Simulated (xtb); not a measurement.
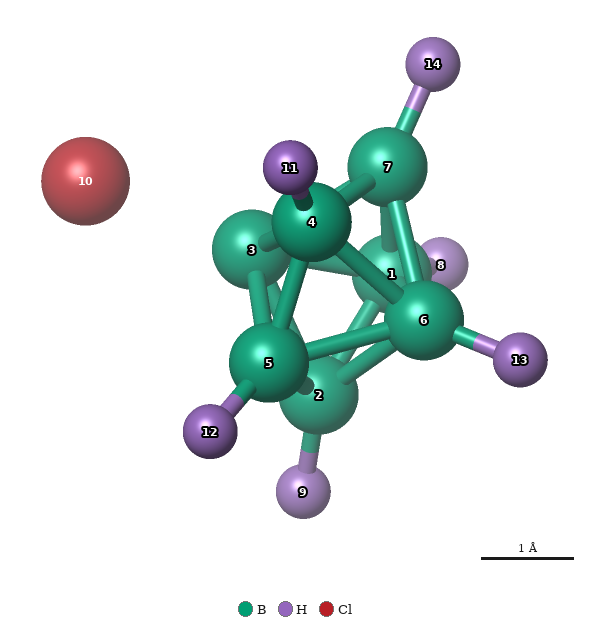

The starting structure (ball-and-stick view, seen at an oblique angle; atoms are numbered from 1 in the order of the input). Bond lengths as drawn: B–B 1.65 to 1.80 Å and B–H 1.23 Å.

Molecular dynamics of B$_{7}$H$_{6}$Cl (charge −2) (part 1 of 2)

The run: molecular dynamics of B$_{7}$H$_{6}$Cl, charge −2. Method and program: GFN2-xTB (xtb 6.7.1).

The starting geometry was optimised with GFN2-xTB.

Input file (coord)
```
$coord
     -1.363021659170     -2.238323902835      0.392061479076  b
     -1.673862709410      0.399544794530      2.014977172166  b
     -1.273051798377      0.641656505617     -1.286771210041  b
      2.036028721194      1.056356903666     -1.327116862802  b
      0.426870234292      2.435743591075      0.952289685983  b
      1.488027042314     -0.750277963260      1.504656632211  b
      0.929877534145     -1.832278450437     -1.673390277879  b
     -2.625982320041     -4.172137337949      0.670437034495  h
     -3.210039973379      0.783461554009      3.719340061227  h
     -3.945615867390      1.988199752980     -3.987511095573  cl
      3.759477844114      2.017717275047     -2.559312782364  h
      0.736369578983      4.609004223440      1.723127869479  h
      3.033482861556     -1.529374249921      3.067101089313  h
      1.681421613908     -3.409311593221     -3.209888795289  h
$end
```

File input.inp
```
$md
   temp=200
   time=0.2
   step=0.5
   dump=20
   hmass=1
   shake=0
   nvt=false
$end
```

Hardware: 1 thread of Intel Xeon (Sapphire Rapids), 16 GiB of memory available, shared host.

Launched with:
```bash
xtb coord --input input.inp --md --chrg -2 -P 1 | tee run.log
```

What the program printed
```
* xtb version 6.7.1
   ID    Z sym.   atoms
    1    5 b      1-7
    2    1 h      8, 9, 11-14
    3   17 cl     10

           -------------------------------------------------
          |                Calculation Setup                |
           -------------------------------------------------

          program call               : xtb coord --input input.inp --md --chrg -2 -P 1
          coordinate file            : coord
          omp threads                :                     1

molecular fragmentation (1/2 indicates fragments):
11111111121121
# atoms in fragment 1/2:    12     2
 fragment masses (1/2) :       80.72       36.46
CMA distance (Bohr)    :   5.782
constraining FC (au)   :  0.0500

           -------------------------------------------------
          |                 G F N 2 - x T B                 |
           -------------------------------------------------

      * Hamiltonian:
        H0-scaling (s, p, d)           1.850000    2.230000    2.230000
        zeta-weighting                 0.500000
      * Dispersion:
        s8                             2.700000
        a1                             0.520000
        a2                             5.000000
        s9                             5.000000
      * Repulsion:
        kExp                           1.500000    1.000000
        rExp                           1.000000
      * Coulomb:
        alpha                          2.000000
        third order                    shell-resolved
        anisotropic                    true
        a3                             3.000000
        a5                             4.000000
        cn-shift                       1.200000
        cn-exp                         4.000000
        max-rad                        5.000000

          ...................................................
          :                      SETUP                      :
          :.................................................:
          :  # basis functions                  44          :
          :  # atomic orbitals                  43          :
          :  # shells                           23          :
          :  # electrons                        36          :
          :  max. iterations                   250          :
          :  Hamiltonian                  GFN2-xTB          :
          :  restarted?                      false          :
          :  GBSA solvation                  false          :
          :  PC potential                    false          :
          :  electronic temp.          300.0000000     K    :
          :  accuracy                    1.0000000          :
          :  -> integral cutoff          0.2500000E+02      :
          :  -> integral neglect         0.1000000E-07      :
          :  -> SCF convergence          0.1000000E-05 Eh   :
          :  -> wf. convergence          0.1000000E-03 e    :
          :  Broyden damping             0.4000000          :
          :  net charge                         -2          :
          :  unpaired electrons                  0          :
          ...................................................

 iter      E             dE          RMSdq      gap      omega  full diag
   1    -16.0680623 -0.160681E+02  0.154E+01    3.60       0.0  T
   2    -16.3749059 -0.306844E+00  0.905E+00    3.69       1.0  T
   3    -16.1493833  0.225523E+00  0.560E+00    5.81       1.0  T
   4    -16.4574935 -0.308110E+00  0.285E+00    3.85       1.0  T
   5    -16.5583193 -0.100826E+00  0.675E-01    4.83       1.0  T
   6    -16.5594346 -0.111526E-02  0.491E-01    4.57       1.0  T
   7    -16.5617360 -0.230145E-02  0.201E-01    4.69       1.0  T
   8    -16.5619791 -0.243030E-03  0.613E-02    4.70       1.0  T
   9    -16.5619690  0.100410E-04  0.706E-02    4.71       1.0  T
  10    -16.5620004 -0.313548E-04  0.209E-02    4.69       1.3  T
  11    -16.5619975  0.290637E-05  0.266E-02    4.68       1.0  T
  12    -16.5620020 -0.450818E-05  0.741E-03    4.69       3.6  T
  13    -16.5620025 -0.519307E-06  0.407E-03    4.69       6.6  T
  14    -16.5620026 -0.102131E-06  0.527E-04    4.69      50.7  T
  15    -16.5620026 -0.155200E-08  0.180E-04    4.69     148.1  T

   *** convergence criteria satisfied after 15 iterations ***

         #    Occupation            Energy/Eh            Energy/eV
      -------------------------------------------------------------
         1        2.0000           -0.6992786             -19.0283
       ...           ...                  ...                  ...
        12        2.0000           -0.0201847              -0.5493
        13        2.0000           -0.0201834              -0.5492
        14        2.0000           -0.0062649              -0.1705
        15        2.0000            0.0281940               0.7672
        16        2.0000            0.0281943               0.7672
        17        2.0000            0.0444341               1.2091
        18        2.0000            0.0444384               1.2092 (HOMO)
        19                          0.2166378               5.8950 (LUMO)
        20                          0.2774414               7.5496
        21                          0.2774601               7.5501
        22                          0.3131707               8.5218
        23                          0.3131718               8.5218
       ...                                ...                  ...
        43                          1.0521784              28.6312
      -------------------------------------------------------------
                  HL-Gap            0.1721994 Eh            4.6858 eV
             Fermi-level            0.1305381 Eh            3.5521 eV

 SCC (total)                   0 d,  0 h,  0 min,  0.010 sec
 SCC setup                      ...        0 min,  0.000 sec (  0.927%)
 Dispersion                     ...        0 min,  0.000 sec (  0.578%)
 classical contributions        ...        0 min,  0.000 sec (  0.209%)
 integral evaluation            ...        0 min,  0.002 sec ( 14.892%)
 iterations                     ...        0 min,  0.005 sec ( 51.649%)
 molecular gradient             ...        0 min,  0.003 sec ( 30.716%)
 printout                       ...        0 min,  0.000 sec (  0.913%)

         :::::::::::::::::::::::::::::::::::::::::::::::::::::
         ::                     SUMMARY                     ::
         :::::::::::::::::::::::::::::::::::::::::::::::::::::
         :: total energy             -16.444085090143 Eh    ::
         :: gradient norm              0.000062951523 Eh/a0 ::
         :: HOMO-LUMO gap              4.685785015814 eV    ::
         ::.................................................::
         :: SCC energy               -16.561977970164 Eh    ::
         :: -> isotropic ES            0.502806706093 Eh    ::
         :: -> anisotropic ES          0.009857450538 Eh    ::
         :: -> anisotropic XC          0.000002064414 Eh    ::
         :: -> dispersion             -0.018721570626 Eh    ::
         :: repulsion energy           0.117892880021 Eh    ::
         :: add. restraining           0.000000000000 Eh    ::
         :: total charge              -2.000000000000 e     ::
         :::::::::::::::::::::::::::::::::::::::::::::::::::::

           -------------------------------------------------
          |                Property Printout                |
           -------------------------------------------------

    * Orbital Energies and Occupations

         #    Occupation            Energy/Eh            Energy/eV
      -------------------------------------------------------------
         1        2.0000           -0.6992786             -19.0283
       ...           ...                  ...                  ...
         6        2.0000           -0.1101049              -2.9961
         7        2.0000           -0.0937810              -2.5519
         8        2.0000           -0.0937776              -2.5518
         9        2.0000           -0.0907743              -2.4701
        10        2.0000           -0.0907742              -2.4701
        11        2.0000           -0.0792080              -2.1554
        12        2.0000           -0.0201847              -0.5493
        13        2.0000           -0.0201834              -0.5492
        14        2.0000           -0.0062649              -0.1705
        15        2.0000            0.0281940               0.7672
        16        2.0000            0.0281943               0.7672
        17        2.0000            0.0444341               1.2091
        18        2.0000            0.0444384               1.2092 (HOMO)
        19                          0.2166378               5.8950 (LUMO)
        20                          0.2774414               7.5496
        21                          0.2774601               7.5501
        22                          0.3131707               8.5218
        23                          0.3131718               8.5218
        24                          0.4019369              10.9373
        25                          0.4019369              10.9373
        26                          0.4024116              10.9502
        27                          0.4024119              10.9502
        28                          0.4304350              11.7127
        29                          0.4650987              12.6560
       ...                                ...                  ...
        43                          1.0521784              28.6312
      -------------------------------------------------------------
                  HL-Gap            0.1721994 Eh            4.6858 eV
             Fermi-level            0.1305381 Eh            3.5521 eV

     #   Z          covCN         q      C6AA      α(0)
     1   5 b        4.636     0.037    22.063     7.568
     2   5 b        4.636     0.037    22.063     7.568
     3   5 b        5.471     0.186    19.589     7.131
     4   5 b        4.636     0.037    22.063     7.568
     5   5 b        4.636     0.037    22.063     7.568
     6   5 b        5.552     0.088    21.179     7.415
     7   5 b        4.636     0.037    22.063     7.568
     8   1 h        0.907    -0.287    20.448     7.074
     9   1 h        0.907    -0.287    20.447     7.074
    10  17 cl       0.687    -0.725   123.794    17.016
    11   1 h        0.907    -0.287    20.454     7.075
    12   1 h        0.907    -0.287    20.456     7.075
    13   1 h        0.905    -0.299    22.404     7.405
    14   1 h        0.907    -0.287    20.453     7.075
```
